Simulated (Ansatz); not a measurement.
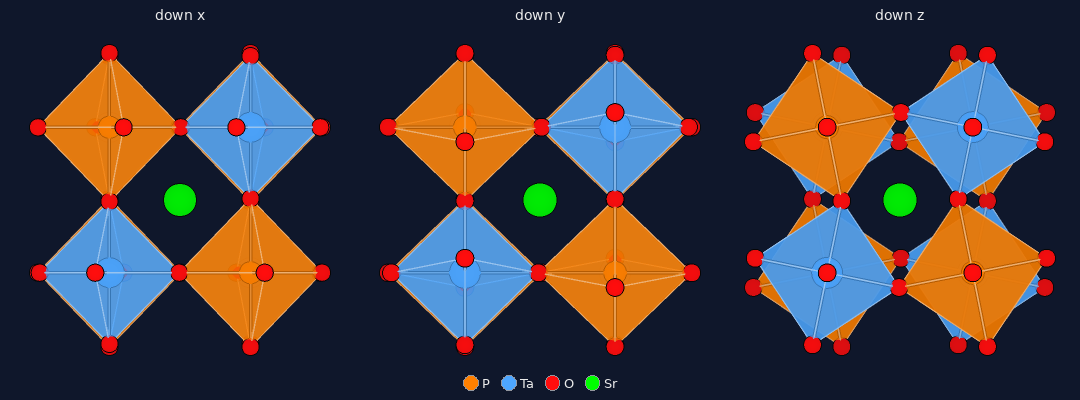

Blocks of 2 × 2 × 2 octahedra, seen down the three pseudocubic axes x, y and z (centre-to-centre directions).

The compound is Sr₂TaPO₆ (space group I4/m, No. 87), taken as the end point of a relaxation (final pressure about 5 GPa) with DFT, PAW plane waves, r2scan in Ansatz; the starting structure was generated, so it need not be a known form of this composition.

Question: Which atoms centre the octahedra, which link them, and which fill the cavities?

Answer: P and Ta at the centres, O at the shared corners, Sr in the cavities: a perovskite-type framework of corner-sharing octahedra.

Question: How are the octahedra tilted about each axis, and what is the Glazer symbol?

Answer: About x: no tilt; about y: no tilt; about z: out of phase, 11.4°. Glazer symbol a⁰a⁰c⁻ (angles are the components of the best-fitting rigid rotation, averaged over the octahedra).

Question: What are the P–O–Ta angles?

Answer: Along x: 157.3°; along y: 157.3°; along z: 180.0°.

Question: How are P and Ta ordered over the octahedra?

Answer: P and Ta are ordered in the rock-salt pattern: every octahedron is linked to six of the other kind.
